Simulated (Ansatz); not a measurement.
The starting structures come from a database of crystals and need not be the phases stable at ambient conditions.

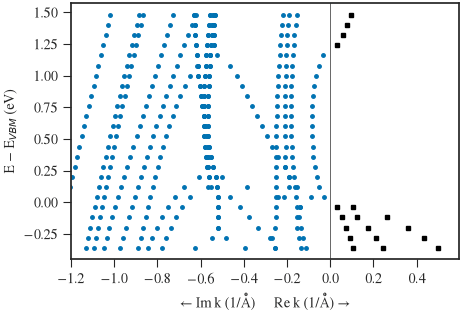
Figure: Complex bands at the centre of the two-dimensional zone; PBEsol run with Ansatz (a quantum-chemistry and plane-wave program)

The gap is the functional's own. No spin-orbit coupling. Mid-gap values are those at the computed energy nearest the middle.

Q: This is MgCdTe₂ (R3m, 4 atoms a cell, 34.6 Å³ an atom) along the normal of (110). Read off the slowest decay at the centre of the two-dimensional zone at 0.60 eV, the computed energy nearest the middle of the gap.

A: κ ≈ 0.09 1/Å, a decay length 1/(2κ) of the density of 5.9 Å.
